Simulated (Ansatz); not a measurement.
Molecular dynamics of ZrH$_{2}$Cl$_{2}$F$_{2}$ (part 4 of 4)

The same run, continued: ZrH$_{2}$Cl$_{2}$F$_{2}$; RKS PBE0-D4/def2-SVP (Ansatz 0.2.0). It belongs to a series of runs on one base structure; here: dynamics from the highest image of the converged band.

Geometry of the input (Å):
```
Zr 0.0437  -0.5256  -0.2382
Cl 0.5772  -0.4584  2.0349
F  1.4908  -1.2536  -1.1999
Cl -0.4201  1.6178  -1.0429
F  -1.4620  -1.6281  -0.4959
H  0.3948  3.2578  1.7131
H  0.5982  2.8608  2.3294
```

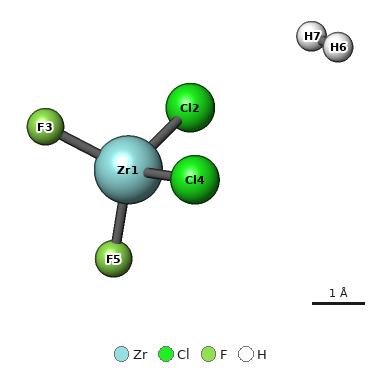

Figure 1. The geometry at step 150 of the log (ball-and-stick view, seen at an oblique angle; atoms are numbered from 1 in the order of the input).

## Trajectory as extended XYZ, continued
```
7
Properties=species:S:1:pos:R:3:forces:R:3 step=100 time_fs=50.0 energy=-31774.55503 temperature=55.1
Zr    0.0519   -0.5375   -0.2554    0.5095  -0.2759   0.3030
Cl    0.5376   -0.4478    2.0502   -0.0206  -0.0041  -0.3485
F     1.5340   -1.2254   -1.2333   -0.4057   0.1208   0.2452
Cl   -0.4303    1.5936   -1.0139   -0.0584   0.2659  -0.1104
F    -1.4823   -1.6054   -0.4630   -0.0223  -0.0899  -0.0892
H     0.5579    3.6555    1.9477   -0.0515   0.0749  -0.0369
H     1.0068    3.0659    2.1071    0.0490  -0.0917   0.0367
7
Properties=species:S:1:pos:R:3:forces:R:3 step=103 time_fs=51.5 energy=-31774.54888 temperature=45.7
Zr    0.0509   -0.5369   -0.2554    0.6857  -0.3763   0.2250
Cl    0.5372   -0.4475    2.0513   -0.0288  -0.0031  -0.3723
F     1.5394   -1.2277   -1.2370   -0.5660   0.1970   0.3501
Cl   -0.4304    1.5929   -1.0131   -0.0653   0.2835  -0.1152
F    -1.4822   -1.6060   -0.4631   -0.0230  -0.0840  -0.0873
H     0.5685    3.6626    1.9509   -0.1130   0.1572  -0.0575
H     1.0131    3.0721    2.1048    0.1104  -0.1743   0.0572
7
Properties=species:S:1:pos:R:3:forces:R:3 step=107 time_fs=53.5 energy=-31774.54098 temperature=33.4
Zr    0.0497   -0.5363   -0.2553    0.8730  -0.4888   0.1342
Cl    0.5365   -0.4471    2.0525   -0.0372  -0.0019  -0.3960
F     1.5456   -1.2304   -1.2412   -0.7423   0.2811   0.4659
Cl   -0.4308    1.5922   -1.0122   -0.0722   0.3003  -0.1195
F    -1.4822   -1.6070   -0.4634   -0.0184  -0.0734  -0.0841
H     0.5795    3.6763    1.9536    0.0454  -0.0545  -0.0028
H     1.0245    3.0754    2.1035   -0.0482   0.0371   0.0023
7
Properties=species:S:1:pos:R:3:forces:R:3 step=110 time_fs=55.0 energy=-31774.53453 temperature=23.5
Zr    0.0490   -0.5359   -0.2552    0.9745  -0.5551   0.0780
Cl    0.5360   -0.4468    2.0531   -0.0416  -0.0012  -0.4078
F     1.5493   -1.2320   -1.2438   -0.8436   0.3298   0.5328
Cl   -0.4310    1.5920   -1.0116   -0.0757   0.3078  -0.1212
F    -1.4822   -1.6078   -0.4637   -0.0107  -0.0637  -0.0813
H     0.5885    3.6859    1.9553    0.1290  -0.1700   0.0250
H     1.0323    3.0783    2.1028   -0.1318   0.1524  -0.0256
7
Properties=species:S:1:pos:R:3:forces:R:3 step=113 time_fs=56.5 energy=-31774.53037 temperature=17.0
Zr    0.0486   -0.5357   -0.2551    1.0412  -0.6048   0.0331
Cl    0.5355   -0.4465    2.0534   -0.0442  -0.0008  -0.4145
F     1.5520   -1.2333   -1.2457   -0.9169   0.3654   0.5818
Cl   -0.4314    1.5919   -1.0110   -0.0774   0.3107  -0.1214
F    -1.4822   -1.6087   -0.4641    0.0003  -0.0526  -0.0782
H     0.6000    3.6922    1.9576    0.0529  -0.0672  -0.0003
H     1.0376    3.0840    2.1015   -0.0558   0.0493  -0.0005
7
Properties=species:S:1:pos:R:3:forces:R:3 step=117 time_fs=58.5 energy=-31774.52646 temperature=11.0
Zr    0.0485   -0.5356   -0.2549    1.0751  -0.6437  -0.0087
Cl    0.5347   -0.4461    2.0535   -0.0448  -0.0006  -0.4152
F     1.5540   -1.2344   -1.2473   -0.9696   0.3918   0.6182
Cl   -0.4319    1.5921   -1.0104   -0.0771   0.3071  -0.1195
F    -1.4822   -1.6099   -0.4647    0.0195  -0.0364  -0.0738
H     0.6163    3.6992    1.9603   -0.1067   0.1577  -0.0525
H     1.0434    3.0923    2.1001    0.1036  -0.1759   0.0515
7
Properties=species:S:1:pos:R:3:forces:R:3 step=120 time_fs=60.0 energy=-31774.52678 temperature=11.5
Zr    0.0486   -0.5357   -0.2547    1.0594  -0.6512  -0.0263
Cl    0.5341   -0.4458    2.0533   -0.0430  -0.0007  -0.4094
F     1.5542   -1.2346   -1.2476   -0.9750   0.3957   0.6236
Cl   -0.4324    1.5924   -1.0100   -0.0748   0.2986  -0.1164
F    -1.4821   -1.6109   -0.4653    0.0366  -0.0238  -0.0704
H     0.6265    3.7077    1.9612   -0.0567   0.0879  -0.0360
H     1.0498    3.0950    2.1002    0.0535  -0.1064   0.0349
7
Properties=species:S:1:pos:R:3:forces:R:3 step=123 time_fs=61.5 energy=-31774.52889 temperature=14.7
Zr    0.0491   -0.5360   -0.2546    1.0094  -0.6399  -0.0317
Cl    0.5335   -0.4455    2.0528   -0.0393  -0.0011  -0.3983
F     1.5533   -1.2345   -1.2473   -0.9512   0.3858   0.6102
Cl   -0.4328    1.5930   -1.0097   -0.0709   0.2852  -0.1120
F    -1.4821   -1.6120   -0.4660    0.0552  -0.0114  -0.0671
H     0.6356    3.7178    1.9613    0.0788  -0.1108   0.0089
H     1.0572    3.0955    2.1009   -0.0821   0.0921  -0.0100
7
Properties=species:S:1:pos:R:3:forces:R:3 step=127 time_fs=63.5 energy=-31774.53464 temperature=23.6
Zr    0.0500   -0.5366   -0.2545    0.8915  -0.5953  -0.0190
Cl    0.5326   -0.4451    2.0518   -0.0317  -0.0020  -0.3757
F     1.5504   -1.2335   -1.2457   -0.8742   0.3513   0.5630
Cl   -0.4336    1.5940   -1.0094   -0.0632   0.2609  -0.1042
F    -1.4819   -1.6134   -0.4670    0.0809   0.0040  -0.0630
H     0.6504    3.7277    1.9619    0.0925  -0.1352   0.0143
H     1.0643    3.0994    2.1015   -0.0959   0.1163  -0.0155
7
Properties=species:S:1:pos:R:3:forces:R:3 step=130 time_fs=65.0 energy=-31774.54089 temperature=33.3
Zr    0.0509   -0.5372   -0.2543    0.7669  -0.5400   0.0056
Cl    0.5320   -0.4448    2.0507   -0.0241  -0.0030  -0.3530
F     1.5471   -1.2324   -1.2438   -0.7834   0.3098   0.5061
Cl   -0.4342    1.5949   -1.0092   -0.0557   0.2383  -0.0971
F    -1.4816   -1.6144   -0.4679    0.0998   0.0141  -0.0602
H     0.6636    3.7318    1.9626   -0.0351   0.0595  -0.0290
H     1.0674    3.1049    2.1017    0.0316  -0.0787   0.0276
7
Properties=species:S:1:pos:R:3:forces:R:3 step=133 time_fs=66.5 energy=-31774.54696 temperature=42.7
Zr    0.0521   -0.5379   -0.2542    0.6134  -0.4663   0.0426
Cl    0.5313   -0.4445    2.0495   -0.0149  -0.0042  -0.3255
F     1.5428   -1.2309   -1.2413   -0.6652   0.2555   0.4314
Cl   -0.4348    1.5960   -1.0091   -0.0470   0.2122  -0.0892
F    -1.4812   -1.6154   -0.4688    0.1173   0.0221  -0.0578
H     0.6762    3.7372    1.9627   -0.1022   0.1674  -0.0530
H     1.0710    3.1090    2.1024    0.0986  -0.1868   0.0515
7
Properties=species:S:1:pos:R:3:forces:R:3 step=137 time_fs=68.5 energy=-31774.55582 temperature=56.4
Zr    0.0538   -0.5391   -0.2541    0.3692  -0.3410   0.1100
Cl    0.5303   -0.4441    2.0475   -0.0004  -0.0060  -0.2816
F     1.5360   -1.2284   -1.2373   -0.4685   0.1645   0.3059
Cl   -0.4356    1.5976   -1.0091   -0.0338   0.1730  -0.0775
F    -1.4805   -1.6168   -0.4701    0.1372   0.0292  -0.0554
H     0.6902    3.7488    1.9613    0.0285  -0.0423  -0.0061
H     1.0786    3.1091    2.1049   -0.0320   0.0227   0.0046
7
Properties=species:S:1:pos:R:3:forces:R:3 step=140 time_fs=70.0 energy=-31774.56002 temperature=62.9
Zr    0.0552   -0.5400   -0.2539    0.1620  -0.2293   0.1725
Cl    0.5296   -0.4439    2.0458    0.0118  -0.0075  -0.2438
F     1.5303   -1.2263   -1.2338   -0.2955   0.0843   0.1950
Cl   -0.4363    1.5990   -1.0091   -0.0230   0.1411  -0.0681
F    -1.4798   -1.6177   -0.4712    0.1484   0.0312  -0.0541
H     0.7011    3.7571    1.9600    0.1108  -0.1832   0.0261
H     1.0838    3.1092    2.1069   -0.1144   0.1634  -0.0275
7
Properties=species:S:1:pos:R:3:forces:R:3 step=143 time_fs=71.5 energy=-31774.56337 temperature=68.0
Zr    0.0567   -0.5410   -0.2537   -0.0595  -0.1052   0.2430
Cl    0.5290   -0.4436    2.0439    0.0248  -0.0091  -0.2024
F     1.5242   -1.2242   -1.2301   -0.1057  -0.0040   0.0727
Cl   -0.4370    1.6004   -1.0092   -0.0118   0.1081  -0.0584
F    -1.4789   -1.6186   -0.4723    0.1559   0.0302  -0.0534
H     0.7141    3.7619    1.9591    0.0561  -0.0936   0.0061
H     1.0868    3.1123    2.1085   -0.0598   0.0736  -0.0076
7
Properties=species:S:1:pos:R:3:forces:R:3 step=147 time_fs=73.5 energy=-31774.56318 temperature=67.8
Zr    0.0586   -0.5424   -0.2533   -0.3645   0.0733   0.3429
Cl    0.5281   -0.4432    2.0413    0.0431  -0.0111  -0.1423
F     1.5160   -1.2213   -1.2250    0.1626  -0.1289  -0.1008
Cl   -0.4380    1.6025   -1.0093    0.0035   0.0630  -0.0450
F    -1.4775   -1.6198   -0.4739    0.1591   0.0241  -0.0531
H     0.7327    3.7662    1.9579   -0.0842   0.1569  -0.0524
H     1.0894    3.1180    2.1106    0.0805  -0.1772   0.0507
7
Properties=species:S:1:pos:R:3:forces:R:3 step=150 time_fs=75.0 energy=-31774.56085 temperature=64.1
Zr    0.0599   -0.5435   -0.2530   -0.5890   0.2112   0.4156
Cl    0.5274   -0.4429    2.0392    0.0572  -0.0125  -0.0938
F     1.5100   -1.2193   -1.2214    0.3648  -0.2232  -0.2319
Cl   -0.4387    1.6040   -1.0094    0.0148   0.0289  -0.0348
F    -1.4762   -1.6207   -0.4752    0.1560   0.0160  -0.0534
H     0.7450    3.7724    1.9559   -0.0543   0.1056  -0.0408
H     1.0929    3.1187    2.1133    0.0505  -0.1261   0.0391
7
Properties=species:S:1:pos:R:3:forces:R:3 step=153 time_fs=76.5 energy=-31774.55644 temperature=57.3
Zr    0.0611   -0.5444   -0.2525   -0.7984   0.3466   0.4799
Cl    0.5268   -0.4427    2.0371    0.0713  -0.0136  -0.0433
F     1.5044   -1.2176   -1.2180    0.5570  -0.3128  -0.3566
Cl   -0.4393    1.6056   -1.0096    0.0257  -0.0048  -0.0246
F    -1.4747   -1.6215   -0.4765    0.1482   0.0052  -0.0538
H     0.7563    3.7807    1.9531    0.0566  -0.1068   0.0111
H     1.0973    3.1169    2.1167   -0.0604   0.0862  -0.0128
7
Properties=species:S:1:pos:R:3:forces:R:3 step=157 time_fs=78.5 energy=-31774.54870 temperature=45.4
Zr    0.0624   -0.5456   -0.2517   -1.0346   0.5129   0.5419
Cl    0.5261   -0.4423    2.0342    0.0893  -0.0147   0.0261
F     1.4980   -1.2158   -1.2141    0.7797  -0.4166  -0.5009
Cl   -0.4402    1.6077   -1.0098    0.0390  -0.0479  -0.0109
F    -1.4725   -1.6226   -0.4784    0.1304  -0.0127  -0.0544
H     0.7733    3.7880    1.9497    0.0807  -0.1622   0.0262
H     1.1012    3.1175    2.1208   -0.0845   0.1413  -0.0280
7
Properties=species:S:1:pos:R:3:forces:R:3 step=160 time_fs=80.0 energy=-31774.54367 temperature=37.6
Zr    0.0630   -0.5463   -0.2510   -1.1659   0.6193   0.5624
Cl    0.5256   -0.4421    2.0320    0.1017  -0.0152   0.0786
F     1.4941   -1.2151   -1.2119    0.9082  -0.4763  -0.5836
Cl   -0.4409    1.6092   -1.0100    0.0478  -0.0784  -0.0007
F    -1.4707   -1.6234   -0.4799    0.1120  -0.0283  -0.0547
H     0.7879    3.7898    1.9478   -0.0165   0.0376  -0.0251
H     1.1021    3.1212    2.1233    0.0127  -0.0587   0.0232
7
Properties=species:S:1:pos:R:3:forces:R:3 step=163 time_fs=81.5 energy=-31774.53897 temperature=30.4
Zr    0.0634   -0.5469   -0.2501   -1.2486   0.7044   0.5544
Cl    0.5251   -0.4419    2.0299    0.1131  -0.0152   0.1308
F     1.4914   -1.2148   -1.2103    0.9941  -0.5158  -0.6379
Cl   -0.4415    1.6107   -1.0102    0.0554  -0.1071   0.0094
F    -1.4687   -1.6243   -0.4814    0.0899  -0.0449  -0.0547
H     0.8022    3.7922    1.9453   -0.0768   0.1724  -0.0619
H     1.1032    3.1237    2.1262    0.0729  -0.1938   0.0599
7
Properties=species:S:1:pos:R:3:forces:R:3 step=167 time_fs=83.5 energy=-31774.53724 temperature=27.7
Zr    0.0635   -0.5474   -0.2487   -1.2741   0.7787   0.4937
Cl    0.5247   -0.4416    2.0272    0.1262  -0.0146   0.1989
F     1.4894   -1.2154   -1.2093    1.0325  -0.5326  -0.6594
Cl   -0.4423    1.6126   -1.0104    0.0635  -0.1422   0.0228
F    -1.4659   -1.6256   -0.4836    0.0558  -0.0677  -0.0539
H     0.8192    3.8002    1.9403    0.0135  -0.0306  -0.0065
H     1.1067    3.1217    2.1318   -0.0174   0.0090   0.0045
7
Properties=species:S:1:pos:R:3:forces:R:3 step=170 time_fs=85.0 energy=-31774.53766 temperature=28.3
Zr    0.0632   -0.5476   -0.2476   -1.2280   0.8023   0.4102
Cl    0.5244   -0.4414    2.0253    0.1342  -0.0137   0.2476
F     1.4894   -1.2166   -1.2094    1.0019  -0.5169  -0.6357
Cl   -0.4428    1.6139   -1.0106    0.0678  -0.1655   0.0325
F    -1.4637   -1.6266   -0.4853    0.0279  -0.0844  -0.0526
H     0.8321    3.8061    1.9361    0.0796  -0.1965   0.0423
H     1.1091    3.1197    2.1363   -0.0835   0.1748  -0.0443
7
Properties=species:S:1:pos:R:3:forces:R:3 step=173 time_fs=86.5 energy=-31774.54121 temperature=33.8
Zr    0.0626   -0.5476   -0.2463   -1.1295   0.7984   0.2972
Cl    0.5242   -0.4412    2.0236    0.1404  -0.0124   0.2931
F     1.4904   -1.2184   -1.2103    0.9229  -0.4781  -0.5793
Cl   -0.4433    1.6152   -1.0107    0.0707  -0.1859   0.0418
F    -1.4615   -1.6277   -0.4870   -0.0006  -0.1000  -0.0506
H     0.8464    3.8081    1.9328    0.0474  -0.1237   0.0222
H     1.1099    3.1211    2.1400   -0.0513   0.1018  -0.0244
7
Properties=species:S:1:pos:R:3:forces:R:3 step=177 time_fs=88.5 energy=-31774.54726 temperature=43.2
Zr    0.0614   -0.5473   -0.2445   -0.9295   0.7538   0.1091
Cl    0.5241   -0.4409    2.0216    0.1460  -0.0103   0.3477
F     1.4935   -1.2216   -1.2124    0.7530  -0.3951  -0.4608
Cl   -0.4439    1.6166   -1.0109    0.0724  -0.2083   0.0533
F    -1.4586   -1.6294   -0.4895   -0.0379  -0.1179  -0.0468
H     0.8667    3.8078    1.9287   -0.0532   0.1482  -0.0620
H     1.1097    3.1253    2.1444    0.0493  -0.1704   0.0596
7
Properties=species:S:1:pos:R:3:forces:R:3 step=180 time_fs=90.0 energy=-31774.55244 temperature=51.2
Zr    0.0603   -0.5469   -0.2432   -0.7413   0.6954  -0.0514
Cl    0.5242   -0.4407    2.0203    0.1482  -0.0084   0.3832
F     1.4968   -1.2245   -1.2147    0.5887  -0.3148  -0.3471
Cl   -0.4443    1.6175   -1.0109    0.0721  -0.2214   0.0610
F    -1.4565   -1.6308   -0.4913   -0.0637  -0.1284  -0.0432
H     0.8810    3.8104    1.9244   -0.0408   0.1195  -0.0544
H     1.1105    3.1251    2.1490    0.0369  -0.1419   0.0519
7
Properties=species:S:1:pos:R:3:forces:R:3 step=183 time_fs=91.5 energy=-31774.55690 temperature=58.0
Zr    0.0589   -0.5463   -0.2418   -0.5332   0.6202  -0.2197
Cl    0.5243   -0.4406    2.0193    0.1488  -0.0064   0.4133
F     1.5007   -1.2278   -1.2173    0.4042  -0.2243  -0.2199
Cl   -0.4446    1.6183   -1.0110    0.0706  -0.2312   0.0677
F    -1.4544   -1.6324   -0.4933   -0.0864  -0.1358  -0.0388
H     0.8944    3.8151    1.9190    0.0303  -0.1000   0.0188
H     1.1119    3.1221    2.1545   -0.0342   0.0774  -0.0213
7
Properties=species:S:1:pos:R:3:forces:R:3 step=187 time_fs=93.5 energy=-31774.55986 temperature=62.6
Zr    0.0570   -0.5452   -0.2401   -0.2446   0.5010  -0.4418
Cl    0.5246   -0.4403    2.0183    0.1472  -0.0037   0.4434
F     1.5067   -1.2325   -1.2212    0.1445  -0.0962  -0.0416
Cl   -0.4450    1.6192   -1.0110    0.0670  -0.2386   0.0746
F    -1.4518   -1.6347   -0.4959   -0.1101  -0.1398  -0.0319
H     0.9134    3.8180    1.9126    0.0519  -0.1869   0.0514
H     1.1126    3.1210    2.1611   -0.0558   0.1641  -0.0541
7
Properties=species:S:1:pos:R:3:forces:R:3 step=190 time_fs=95.0 energy=-31774.56068 temperature=63.9
Zr    0.0554   -0.5443   -0.2389   -0.0333   0.4027  -0.5972
Cl    0.5249   -0.4401    2.0179    0.1441  -0.0018   0.4577
F     1.5114   -1.2362   -1.2242   -0.0483  -0.0002   0.0903
Cl   -0.4452    1.6196   -1.0109    0.0633  -0.2397   0.0781
F    -1.4500   -1.6366   -0.4979   -0.1218  -0.1381  -0.0261
H     0.9289    3.8158    1.9089   -0.0045   0.0101  -0.0190
H     1.1119    3.1239    2.1648    0.0005  -0.0330   0.0162
7
Properties=species:S:1:pos:R:3:forces:R:3 step=193 time_fs=96.5 energy=-31774.55858 temperature=60.7
Zr    0.0539   -0.5433   -0.2378    0.1638   0.3008  -0.7367
Cl    0.5253   -0.4400    2.0178    0.1397   0.0000   0.4647
F     1.5160   -1.2399   -1.2271   -0.2307   0.0916   0.2147
Cl   -0.4454    1.6200   -1.0108    0.0589  -0.2371   0.0800
F    -1.4483   -1.6387   -0.5000   -0.1277  -0.1321  -0.0198
H     0.9443    3.8138    1.9048   -0.0429   0.1682  -0.0799
H     1.1111    3.1261    2.1689    0.0389  -0.1913   0.0769
7
Properties=species:S:1:pos:R:3:forces:R:3 step=197 time_fs=98.5 energy=-31774.55483 temperature=54.8
Zr    0.0518   -0.5418   -0.2367    0.3934   0.1646  -0.8903
Cl    0.5260   -0.4397    2.0180    0.1320   0.0020   0.4624
F     1.5218   -1.2447   -1.2305   -0.4475   0.2024   0.3619
Cl   -0.4456    1.6201   -1.0105    0.0522  -0.2282   0.0798
F    -1.4463   -1.6417   -0.5027   -0.1261  -0.1174  -0.0107
H     0.9636    3.8158    1.8970    0.0010  -0.0161  -0.0089
H     1.1111    3.1236    2.1765   -0.0050  -0.0073   0.0058
7
Properties=species:S:1:pos:R:3:forces:R:3 step=200 time_fs=100.0 energy=-31774.55012 temperature=47.6
Zr    0.0504   -0.5407   -0.2362    0.5352   0.0653  -0.9769
Cl    0.5266   -0.4396    2.0186    0.1249   0.0033   0.4516
F     1.5255   -1.2480   -1.2327   -0.5848   0.2740   0.4545
Cl   -0.4458    1.6201   -1.0103    0.0467  -0.2175   0.0775
F    -1.4450   -1.6441   -0.5048   -0.1179  -0.1015  -0.0036
H     0.9780    3.8174    1.8908    0.0354  -0.1993   0.0681
H     1.1111    3.1210    2.1826   -0.0394   0.1758  -0.0713
```
